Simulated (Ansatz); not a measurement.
## Single-point calculation of C$_{2}$H$_{8}$O$_{2}$Si

C$_{2}$H$_{8}$O$_{2}$Si, SMILES COC[SiH2]O, computed with RKS PBE0-D4/def2-TZVPP (Ansatz 0.2.0).

The geometry comes from this level: PBE0-D4/def2-TZVP.

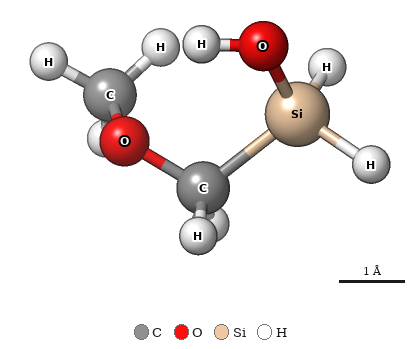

**Figure 1.** The structure as given in the input (ball-and-stick view, seen at a tilt). Bond lengths as drawn: C–H 1.09 to 1.10 Å, C–O 1.40 to 1.42 Å, C–Si 1.90 Å, H–O 0.96 Å, H–Si 1.49 Å and O–Si 1.65 Å.

Input file
```yaml
crystal:
  periodic: [false, false, false]
  atoms:
    - {symbol: C, position_ang: [-1.275265, -0.830192, 0.931712]}
    - {symbol: O, position_ang: [-0.325472, 0.167143, 1.202808]}
    - {symbol: C, position_ang: [0.913849, -0.059254, 0.542659]}
    - {symbol: Si, position_ang: [0.809645, 0.481835, -1.274023]}
    - {symbol: O, position_ang: [-0.115535, 1.844803, -1.291679]}
    - {symbol: H, position_ang: [-1.511156, -0.899471, -0.139137]}
    - {symbol: H, position_ang: [-0.923803, -1.814493, 1.269239]}
    - {symbol: H, position_ang: [-2.183642, -0.571697, 1.476183]}
    - {symbol: H, position_ang: [1.649477, 0.570123, 1.052959]}
    - {symbol: H, position_ang: [1.242307, -1.100881, 0.669821]}
    - {symbol: H, position_ang: [0.204609, -0.569819, -2.138374]}
    - {symbol: H, position_ang: [2.164578, 0.788253, -1.801070]}
    - {symbol: H, position_ang: [-0.628992, 1.958850, -0.486497]}
basis:
  gaussian: {orbitals: def2-TZVPP}
hamiltonian: {xc: pbe0, dispersion: d4}
output: {orbitals: {seedname: orbitals}}
```

Hardware: 4 threads of Arm Neoverse V2, 23 GiB of memory available, shared host.

Command:
```bash
ansatz run in.yaml --threads 4 --pin off --events-out ev --progress --plain --max-ram 10444MiB
```

What the program printed
```
Functional definition: PBE0
  name "PBE0"
  cite "Adamo & Barone, J. Chem. Phys. 110, 6158 (1999) doi:10.1063/1.478522"
  cite "Perdew, Burke & Ernzerhof, Phys. Rev. Lett. 77, 3865 (1996) doi:10.1103/PhysRevLett.77.3865"
  parent pbe
  parameter a = 0.25
  parameter kappa = 0.804
  parameter beta = 0.06672455060314922
  exchange = (1 - a)*pbe_x(kappa = kappa, mu = beta*pi^2/3) + a*exact_x
  correlation = pbe_c(beta = beta)
1425 factors; their error is unknown
mean field evaluation 1: about -14160.7194 eV, gradient 6.8e1 eV
mean field evaluation 2: about -14152.3966 eV, gradient 9.5e1 eV
mean field evaluation 4: about -14169.2030 eV, gradient 4.1e0 eV
mean field evaluation 8: about -14169.2374 eV, gradient 9.2e-2 eV
mean field evaluation 16: about -14169.2540 eV, gradient 3.5e-5 eV
mean field -14169.25400098 eV, -520.7104802706 hartree, gradient 3.5e-5 eV, S^2 0.000000; 0 other end points of the search recorded, 0 dependent functions left out
reference -14169.25403465 eV, -520.7104815082 hartree; 25, 25 occupied and 253, 253 virtual orbitals, 1425 factors
Total energy: -14169.46793093 eV, -520.7183420512 hartree
```

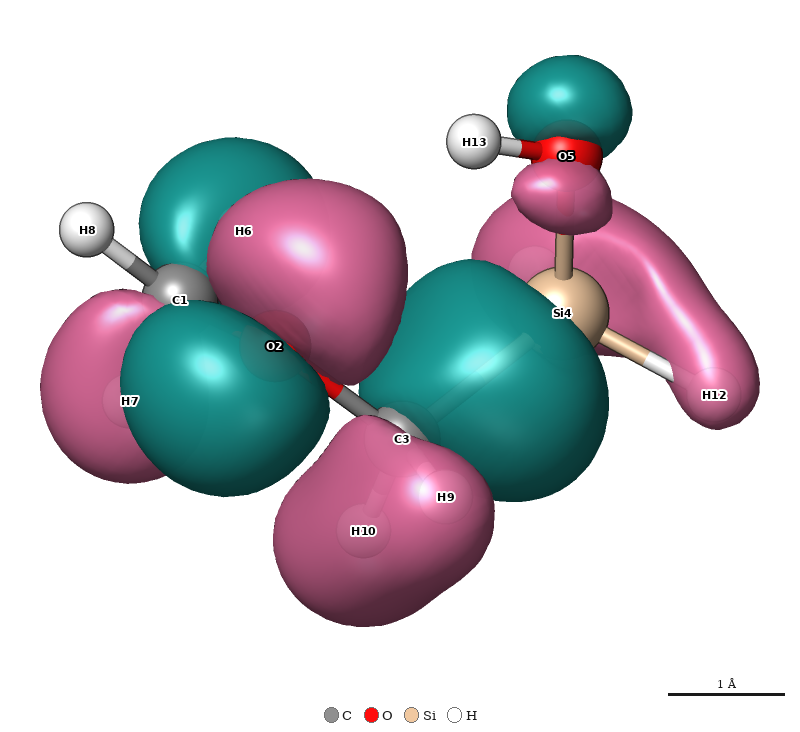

**Figure 2.** One frontier orbital at ±0.08 Å⁻³ᐟ² (teal and pink are the two phases), seen face on. The HOMO, at −7.29 eV. By Hirshfeld shares it lies mainly on O2 (45 %), C3 (15 %) and Si4 (10 %).

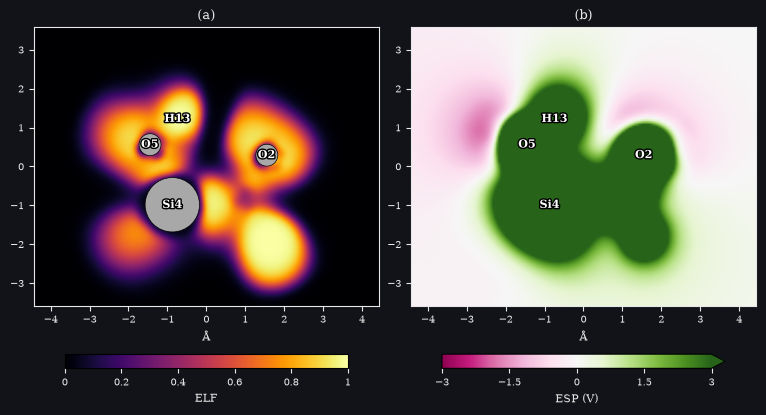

**Figure 3.** (a) ELF; (b) electrostatic potential on the plane of atoms Si4, O5 and H13. Grey discs, where drawn, cover atomic cores. Atoms in the plane: O, Si and H. O–H (0.96 Å): the ELF climbs to about 1 towards the hydrogen, as it does in any bond to H; a covalent bond by its length.

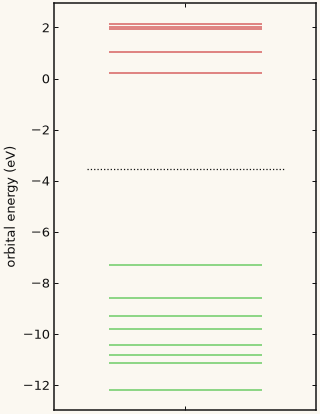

**Figure 4.** Orbital energies near the frontier; the dotted line parts filled from empty levels, and levels within 0.02 eV of each other stand side by side. Highest filled −7.29 eV, lowest empty 0.23 eV, 7.52 eV apart.

Summary

```json
{"quantity": "outcome", "value": "converged"}
{"quantity": "total energy", "value": "−14169.4679 eV"}
{"quantity": "mean-field energy", "value": "−14169.2540 eV"}
{"quantity": "dispersion energy", "value": "−0.2139 eV"}
{"quantity": "SCF solution under orbital rotations", "value": "stable"}
{"quantity": "HOMO", "value": "−7.29 eV"}
{"quantity": "LUMO", "value": "0.23 eV"}
{"quantity": "wall time", "value": "2.8 s (CPU time 10 s)"}
{"quantity": "peak memory", "value": "0.7 GiB"}
```
